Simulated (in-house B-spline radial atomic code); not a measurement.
# W³³⁺: ionisation energy by several methods

How far do functionals differ on the ionisation energy of W³³⁺? Each run solves W³³⁺ and then the next ion ([Kr] 4d4).

Method: Dirac-Coulomb, several functionals; spherical all-electron atom at the radial basis limit. Code: in-house B-spline radial atomic code version 1.

**1. What is computed**

* element: tungsten (Z = 74)
* charge: +33
* electrons: 41
* configuration: [Kr] 4d5
* nucleus: Fermi, rms radius 5.366 fm

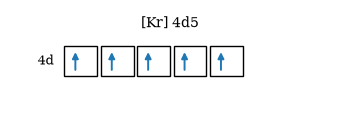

Outer shells as boxes.

The boxes only draw the filling; these runs are spin-restricted and spherical.

**2. PW91, a GGA**

The run's settings:

```ini
Z = 74
electrons = 41.0
configuration = [Kr] 4d5
hamiltonian = dirac
method = pw91,pw91
spin_polarised = False
nucleus = fermi
rms_radius = 5.3658
mass_number = 184
atomic_mass = 183.95093318
speed_of_light = 137.035999084
```

**3. PBEsol, a GGA**

Changes to the settings of step 2:

```diff
@@ -4,3 +4,3 @@
 hamiltonian = dirac
-method = pw91,pw91
+method = pbesol
 spin_polarised = False
```

**Question.** The tabulated ionisation energy is 1386.8 ± 1.4 eV (semi-empirical; NIST Atomic Spectra Database). What does each method give, and which comes nearest?

As calculated:

| method | rung | total energy (hartree) | ΔSCF (eV) | with Breit, QED, recoil (eV) | −ε highest (eV) | corrected ΔSCF less tabulated (eV) |
| --- | --- | --- | --- | --- | --- | --- |
| PW91 | GGA | -15571.6855 | 1393.23 | 1392.59 | 1359.43 (4d5/2) | +5.79 |
| PBEsol | GGA | -15565.5186 | 1392.85 | 1392.21 | 1359.04 (4d5/2) | +5.41 |

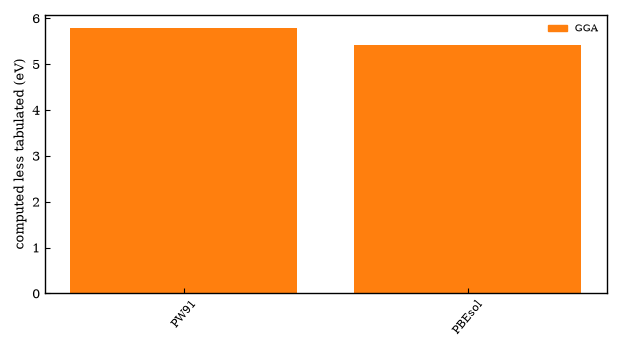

Error of each method against the tabulated value; one colour a rung.

**Reading.** Tables give 1386.8 ± 1.4 eV (semi-empirical; NIST Atomic Spectra Database) for the ionisation energy. PBEsol misses by +5.41 eV, the least, and PW91 by +5.79 eV (0.42 %), the most. All methods miss on the same side by much the same amount, which points to something that they share. Open shells are averaged (over orientations, and over spins where the run is restricted), while tables refer to the lowest levels.

Members of this set that are not shown: 2 used exact exchange with fractional occupations of an open shell, which is unsound here.
